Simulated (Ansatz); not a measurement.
Calculation: PBE (plane waves to 420 eV, PAW; Ansatz, an electronic-structure program).

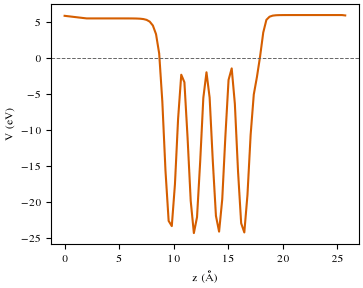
*Plane-averaged electrostatic potential energy along the normal, in eV from the Fermi level, for O on the 1x1 (111) surface of fcc Ir, one in a 2x1 cell, started at the site 'hollow Ir-Ir-Ir over Ir at depth 4.4 Å'*

Slab: 9 atoms, 6.6 Å thick at the start under the adsorbate (thin: gaps and levels are the slab's own); k 6x12x1, smearing 0.1 eV, dipole-corrected; 4 atoms held, the rest relaxed; start symmetry kept, larger cells not searched; no spin, no spin-orbit, no U, no dispersion correction. At the end it is bonded to 3 Ir. In PBE it is, or lies within 0.03 eV of, the lowest of the starts that converged.

The vacuum level lies 5.96 eV above the Fermi level over the top face and 5.49 eV above it under the bottom face.
